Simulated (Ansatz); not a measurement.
# NbSi, from a guessed structure to a relaxed one, part 2 of 2

This structure for NbSi is made up. Its elements were placed in a known structure type with a cell scaled to their sizes. What cell does the guess relax to, and how far off was it?

Ansatz 0.2.0; DFT, PBE, plane-wave PAW, files of the set soft_1, scalar-relativistic, no spin, cell and ions relaxed at zero pressure; PAW set soft_1 (the session's first sound run).

So far: The structure; Relaxation of the guess. The relaxed cell has a = 5.148 Å (conventional setting).

## (3) Bands of the relaxed cell

With the geometry fixed, one more self-consistent run, with a narrower smearing and the mesh shown in its input, gives the bands, and its pressure, and its forces where symmetry allows any, show how far the geometry depends on these settings.

This step: DFT, PBE, plane-wave PAW, files of the set soft_1, scalar-relativistic, no spin, bands and density of states at the relaxed cell; PAW set soft_1 (Ansatz 0.2.0).

Input file input.yaml:

```yaml
crystal:
  lattice:
    - [0.0, 2.573810183, 2.573810183]
    - [2.573810183, 0.0, 2.573810183]
    - [2.573810183, 2.573810183, 0.0]
  atoms:
    - { symbol: Nb, position: [0.5, 0.5, 0.5] }
    - { symbol: Si, position: [0.0, 0.0, 0.0] }
kpoints:
  mp_grid: { grid: [10, 10, 10] }
  band_path:
    path:
      - [[0.0, 0.0, 0.0], [0.5, 0.0, 0.5], [0.5, 0.25, 0.75], [0.375, 0.375, 0.75], [0.0, 0.0, 0.0], [0.5, 0.5, 0.5], [0.625, 0.25, 0.625], [0.5, 0.25, 0.75], [0.5, 0.5, 0.5], [0.375, 0.375, 0.75]]
      - [[0.625, 0.25, 0.625], [0.5, 0.0, 0.5]]
    npoints: 8
scf:
  occupations: { method: fermi_dirac, width: 0.03 }
  n_extra_bands: 6
hamiltonian:
  xc: pbe
  pseudopotentials: { kind: paw, azcp: { folder: soft_1 } }
output:
  forces: true
  stress: true
  write_bands: true
  dos: { projected: true }
  write_density: true
  write_potential: true
  elf: true
  volumetric_format: npy
```

Command:

```
$ ansatz run input.yaml --threads 4 --pin off --max-ram 8192MiB --backend cpu --events-out ev --progress --plain --runs-dir out
```

Numbers of over 12 decimals in the logs are rounded to 6 here.

Log:

```text
[...]
Crystal: 2 atoms, lattice volume = 34.100 Å³
Basis set: ecut = 420 eV, 645 PW (Γ), exchange–correlation on 50×50×50 points (8 copies of the dense FFT grid, shifted against one another)
Bands: 15, of which v1, the nominal top of the filled ones, is band 9 counted from 1 (8 counted from 0)
Symmetry: 48 space group operations
[...]
k-points: 47 of 1000
[...]
SCF iter   1: F=—  HF=-5189.641084 eV  |F-HF|=—  |Δ(HF+E_count)|=         —  Δρ=8.11e-2  dr2=3.78e0  ethr=3.10e-3  ⟨swp⟩=5.9  Hψ=4200  notcnv=0
[...]
SCF iter   7: F=-5188.582683 eV  HF=-5188.582683 eV  |F-HF|=1.05e-8  |Δ(HF+E_count)|=   4.86e-8  Δρ=5.03e-6  dr2=1.33e-8  ethr=5.88e-10  ⟨swp⟩=13.4  Hψ=4667  notcnv=0
SCF 1 converged in 7 iterations: F = -5188.582683 eV  dr2 = 1.33e-8
[...]
NSCF: frozen V_eff on 82 k-points
SCF converged after 7 iterations
Free energy (F): -5188.582683 eV
[...]
Internal energy: -5188.577625 eV  (E = F + TS)
E sigma→0 (E₀):  -5188.580154 eV
Entropy (-TS):   -0.005058 eV (-2.529 meV/atom)
Fermi energy:    14.042351 eV
[...]
--- Stress (GPa, compression-positive) ---
        0.130832      -0.000000      -0.000000
       -0.000000       0.130832       0.000000
       -0.000000       0.000000       0.130832
  P = ⅓ Tr σ = 0.1308 GPa (1.308 kbar)
--- Band table (eV; the first three rows and the last of 47) ---
  k-point 0: bands = [... 5 lower, 12.7122, 12.7122, 12.7122, 13.2472, 13.2472, 16.3848, 16.3848, 16.3848, ... 2 higher]
  k-point 1: bands = [... 5 lower, 12.3611, 12.6289, 12.6289, 13.0650, 13.0650, 16.1825, 17.0354, 17.0354, ... 2 higher]
  k-point 2: bands = [... 5 lower, 11.4366, 11.9541, 11.9541, 13.4520, 13.4520, 15.8777, 18.4308, 18.4308, ... 2 higher]
  k-point 46: bands = [... 5 lower, 10.4118, 10.4844, 11.0686, 15.1852, 15.8002, 15.8470, 15.9140, 17.5926, ... 2 higher]
```

It took 0.73 s on 4 threads of Arm Neoverse V2, shared host; peak memory 0.3 GiB.

This step gave:

| Quantity | Value |
| --- | --- |
| free energy | -5188.5827 eV |
| energy at zero smearing | -5188.5802 eV |
| smearing term TS | 0.005058 eV |
| Fermi energy | 14.04 eV |
| pressure | 0.1308 GPa |

From bands.tsv, the bands that come nearest the Fermi level along the path, at its corners, in eV from the Fermi level:

```
point  band 5  band 6  band 7  band 8  band 9  band 10  band 11  band 12
    Γ  -10.74   -1.33   -1.33   -1.33   -0.80    -0.80     2.34     2.34
    X   -8.49   -3.57   -3.25   -0.04   -0.04     0.27     1.86     1.86
    W   -7.88   -3.61   -3.61   -3.17    1.51     1.51     1.85     1.87
    K   -7.97   -4.07   -3.62   -2.17   -0.12     1.39     2.46     3.07
    Γ  -10.74   -1.33   -1.33   -1.33   -0.80    -0.80     2.34     2.34
    L   -7.31   -5.99   -3.28   -3.28    1.20     1.20     2.43     4.29
    U   -7.97   -4.07   -3.62   -2.17   -0.12     1.39     2.46     3.07
    W   -7.88   -3.61   -3.61   -3.17    1.51     1.51     1.85     1.87
    L   -7.31   -5.99   -3.28   -3.28    1.20     1.20     2.43     4.29
    K   -7.97   -4.07   -3.62   -2.17   -0.12     1.39     2.46     3.07
    U   -7.97   -4.07   -3.62   -2.17   -0.12     1.39     2.46     3.07
    X   -8.49   -3.57   -3.25   -0.04   -0.04     0.27     1.86     1.86
```

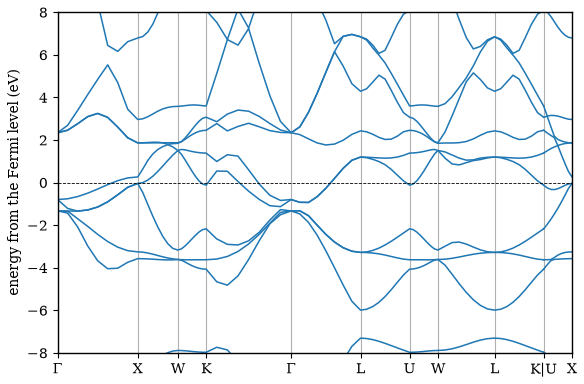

Bands along the path. 4 bands lie wholly below the window drawn.

States per cell as run, both spins, in windows of 1 eV, from dos.tsv (zero at the Fermi level):

| from | to | total |
| --- | --- | --- |
| -8 | -7 | 0.74 |
| -7 | -6 | 0.00 |
| -6 | -5 | 0.26 |
| -5 | -4 | 1.13 |
| -4 | -3 | 2.14 |
| -3 | -2 | 1.95 |
| -2 | -1 | 0.57 |
| -1 | 0 | 0.98 |
| 0 | 1 | 1.67 |
| 1 | 2 | 1.54 |
| 2 | 3 | 2.22 |
| 3 | 4 | 1.19 |
| 4 | 5 | 1.01 |
| 5 | 6 | 0.99 |

Below -8 eV lie 9.3 more states.

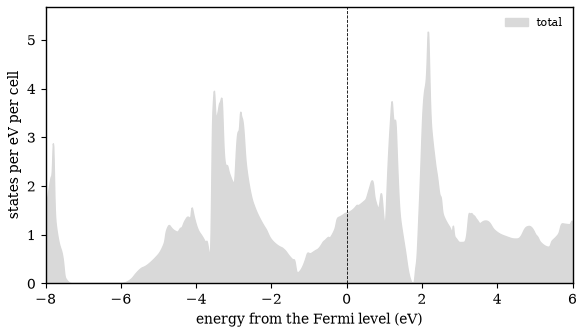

Total density of states, smoothed over about 0.04 eV.

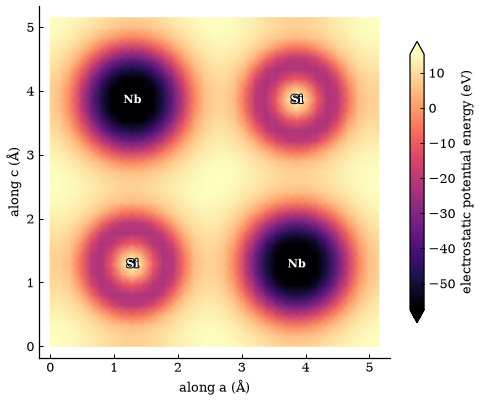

Electrostatic potential energy in the ac plane of the conventional cell at fractional y = 0.000, with atoms of Nb and Si within 0.2 Å of it. With pseudopotentials it is smooth inside the atoms' cores, unlike the true potential. The map starts off the cell's origin, so that atoms lie inside it.

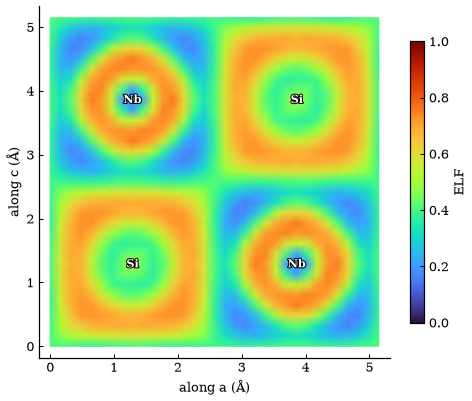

ELF in the ac plane of the conventional cell at fractional y = 0.000, with atoms of Nb and Si within 0.2 Å of it. It is the smooth field of the valence electrons, not physical close to the nuclei. The map starts off the cell's origin, so that atoms lie inside it.

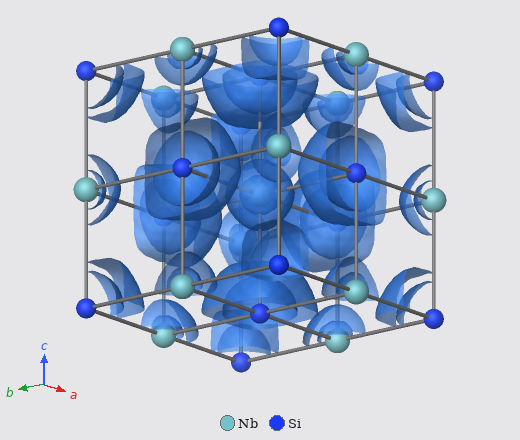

Surface of ELF = 0.67.

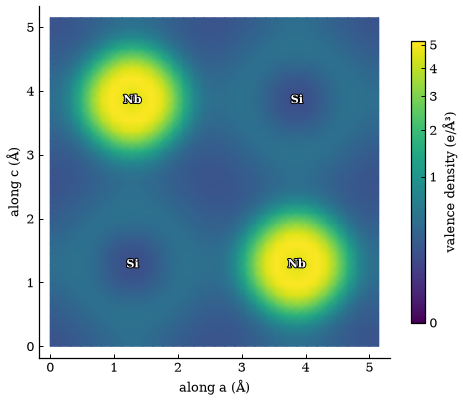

Valence density in the ac plane of the conventional cell at fractional y = 0.000, with atoms of Nb and Si within 0.2 Å of it. It is the smooth field of the valence electrons, not physical close to the nuclei. The map starts off the cell's origin, so that atoms lie inside it. The colour scale is stretched toward low values.

## (4) What came out

```
space group, relaxed : Fm-3m
conventional cell    : a = 5.148, b = 5.148, c = 5.148 Å; α = 90.0°, β = 90.0°, γ = 90.0°
volume per atom      : 17.05 Å³ (guess 17.96)
```

**Reading.** NbSi relaxes to Fm-3m with a = 5.148, b = 5.148 and c = 5.148 Å. The guessed volume was 5 % too large. The space group Fm-3m was held in the relaxation, so the end point is a stationary structure within it and may be a saddle against distortions or other arrangements. Bands cross the Fermi level, so it is a metal or semimetal at this level. The electron count is odd, which forces that without spin polarisation or a larger cell. On the 10×10×10 mesh with the narrower smearing (relaxed on 9×9×9) the forces vanish, as symmetry may demand, and the largest stress component is 0.131 GPa, against the relaxation's thresholds of 0.015 eV/Å and 0.05 GPa. The cutoff wasn't tested. No dispersion term is used, so weakly bound directions may come out too long. The runs have no spin, and magnetism wasn't tested. Nothing here tests whether the compound is stable against decomposition.

[Logs are printed without paths, hosts, clocks, repeated set-up lines and the standing remarks that a program may print on its own settings, such as how far it seeks lower states.]

[Hosts, paths, dates, database ids (printed as entryN), source tags and the programs' standing remarks are cut or masked in the printed files.]
